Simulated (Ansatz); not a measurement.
Two G0W0 runs on MoS2/MoSSe (van der Waals superlattice) (P3m1).

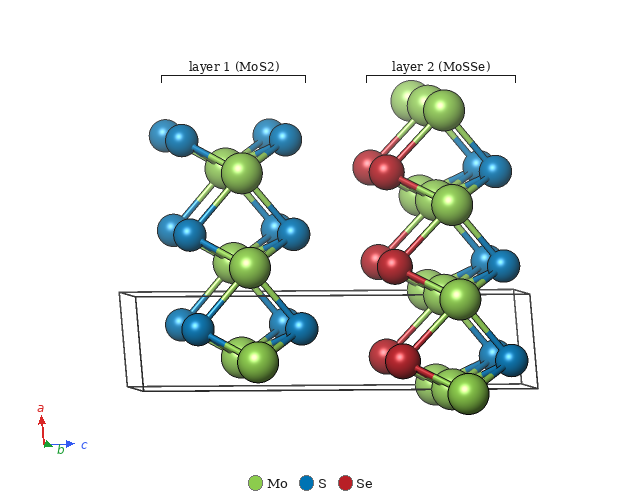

The structure (molybdenum green, sulfur blue, selenium red). Bonds to atoms that aren't drawn are left out. 3×2×1 cells are drawn. Some periodic images of atoms are drawn too.

The structure was built from a prototype and need not be the compound's stable phase.

```cif
data_structure
_symmetry_space_group_name_H-M 'P 1'
_symmetry_Int_Tables_number 1
_cell_length_a 3.1445
_cell_length_b 3.1445
_cell_length_c 11.7798
_cell_angle_alpha 90.000
_cell_angle_beta 90.000
_cell_angle_gamma 120.000
_cell_volume 100.87
loop_
_atom_site_label
_atom_site_type_symbol
_atom_site_fract_x
_atom_site_fract_y
_atom_site_fract_z
_atom_site_occupancy
Mo1 Mo 0.33333 0.66667 0.24412 1
S2 S 0.66667 0.33333 0.37557 1
S3 S 0.66667 0.33333 0.11240 1
Mo4 Mo 0.00000 0.00000 0.75699 1
S5 S 0.33333 0.66667 0.88731 1
Se6 Se 0.33333 0.66667 0.61164 1
```

The structure was relaxed with PBEsol-D3(BJ). The runs that relaxed it are not among those shown.

The first (Ansatz 0.2.0; start PBEsol, 9×9×2 mesh, 420 empty bands, screening to 150 eV, PAW set soft_1 files; 1 × NVIDIA H100 80GB HBM3 (shared by 6 runs) with 2 threads of AMD EPYC 7R13 (Zen 3), shared host) gave, on its mesh: starting gap 0.54 eV, G0W0 gap 0.93 eV, RPA ε∞ (mean) 14.13, 2.1 min.

**Question.** The second changes empty bands from 420 to 106 and screening cutoff (eV) from 150.0 to 60. What does it give?

It gave: starting gap 0.54 eV, G0W0 gap 0.83 eV, RPA ε∞ (mean) 14.59, 29 s. The G0W0 gap moves by −0.10 eV, +0.00 eV from the start and −0.10 eV from the correction. Σc changes by +0.56 eV at the valence top and +0.47 eV at the conduction bottom, and Σx − Vxc between them by +0.00 eV.

Limits: not at the basis limit; no spin-orbit coupling; coarse k mesh.

[Paths, hosts, dates, memory and timing lines, banners, echoed tables and standing remarks are left out of the program output.]

[Logs are printed without paths, hosts, clocks, repeated set-up lines and the standing remarks that a program may print on its own settings, such as how far it seeks lower states.]

[Runs of the session that timed out or met a known fault of the program may be left out.]

[Cells called generated may have been cut or substituted from an entry of the Crystallography Open Database or the Materials Project.]

[Hosts, paths, dates, database ids (printed as entryN), source tags and the programs' standing remarks are cut or masked in the printed files.]
